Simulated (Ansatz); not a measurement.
## Electronic structure of BClH$_{4}$N$_{2}$···HF in real space

```yaml
atoms:
  - { symbol: B, position_ang: [-0.1017, 0.2978, 0.1655] }
  - { symbol: N, position_ang: [-0.0182, -0.0121, 1.5674] }
  - { symbol: H, position_ang: [-0.8685, -0.0358, 2.1202] }
  - { symbol: H, position_ang: [0.7611, 0.3738, 2.0881] }
  - { symbol: Cl, position_ang: [1.3923, 0.8402, -0.6348] }
  - { symbol: N, position_ang: [-1.2741, 0.1677, -0.5804] }
  - { symbol: H, position_ang: [-2.1319, -0.2141, -0.2068] }
  - { symbol: H, position_ang: [-1.2708, 0.2753, -1.5846] }
  - { symbol: F, position_ang: [0.4271, -2.5534, 0.8445] }
  - { symbol: H, position_ang: [0.3315, -1.6955, 1.2296] }
```

Level of theory: Ansatz 0.2.0, RKS PBE0-D4/def2-SVP.

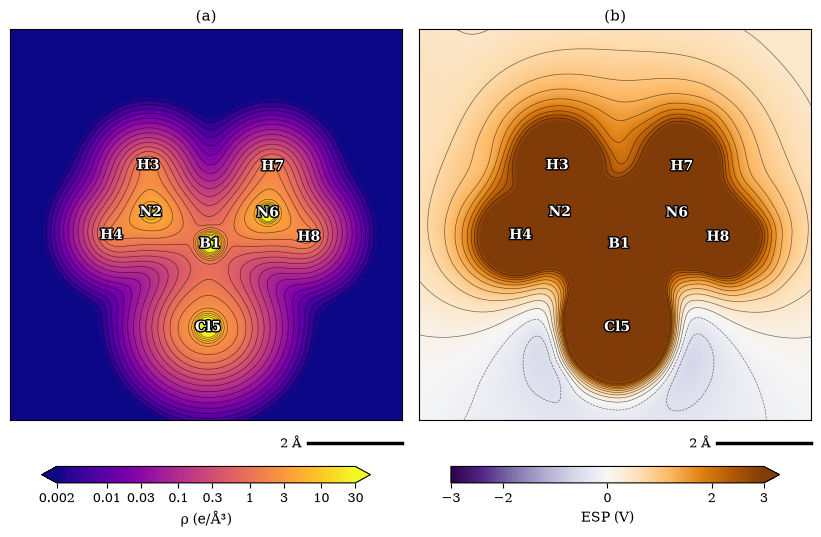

Figure 1. (a) total electron density; (b) molecular electrostatic potential on the plane of atoms B1, N6 and H8.

Read the bonding off the picture.

- Atoms in the plane: B, N, H and Cl.
- B–N (1.40 Å): ρ is about 1.9 e/Å³ halfway.
- B–Cl (1.78 Å): ρ at the midpoint is about 1.3 e/Å³.
- B–N (1.44 Å): the density is about 1.8 e/Å³ at the midpoint.
- N–H (1.01 Å): the density is about 2.9 e/Å³ at the midpoint.
- Outside the dense part of the complex the potential is most negative (−0.6 V) near Cl5.

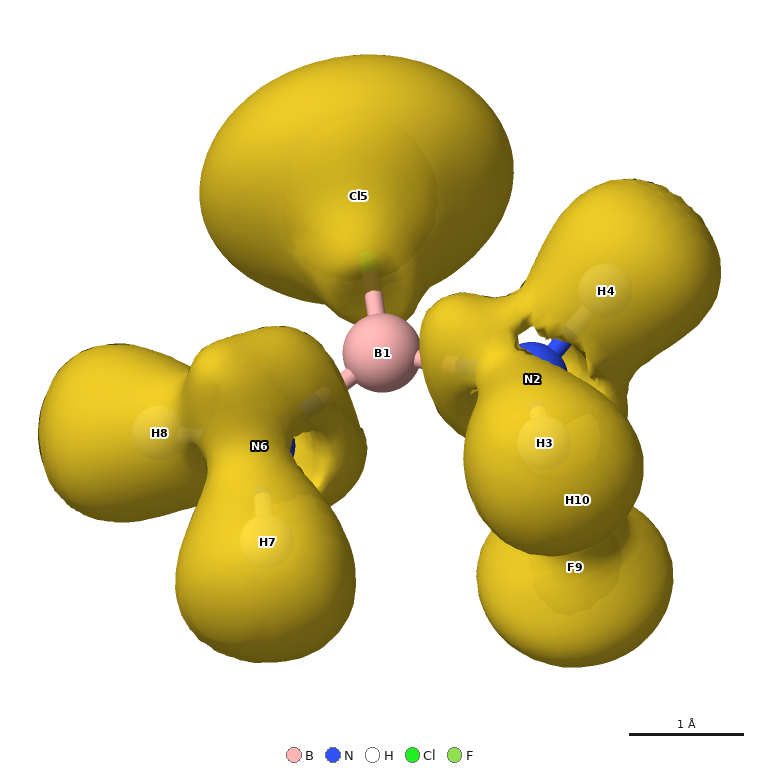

Figure 2. Isosurface of the ELF at 0.75 (yellow), seen across its widest extent. Only the valence region is drawn (cores and ρ < 0.01 e/Å³ removed).

Identify the bonds, lone pairs and shells in this picture.

At this value the surface marks out one region on Cl in which the atom's valence shell and bonds are merged, one joined region spread over several atoms (F, H), in which their bonds and any lone pairs are merged and two joined regions spread over several atoms (H, N), in which their bonds and any lone pairs are merged. Profiles from the grid: N2···H10 (1.75 Å): the ELF dips to about 0.20 between them: a closed-shell contact with the geometry of a hydrogen bond. B–N (1.40 Å): the ELF peaks at about 0.95 between the atoms: a polar covalent bond.

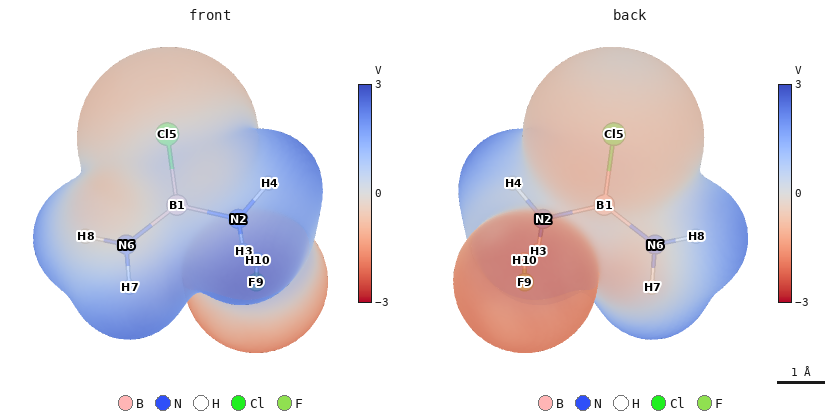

Figure 3. The molecular electrostatic potential painted on the density surface at 0.002 e/bohr³, seen from the front and from behind; the colour scale runs from red (negative) to blue (positive).

Describe the electrostatic potential map.

The most negative region (about −1.9 V) lies over F9, the most positive (about +2.3 V) over H3 and H7.
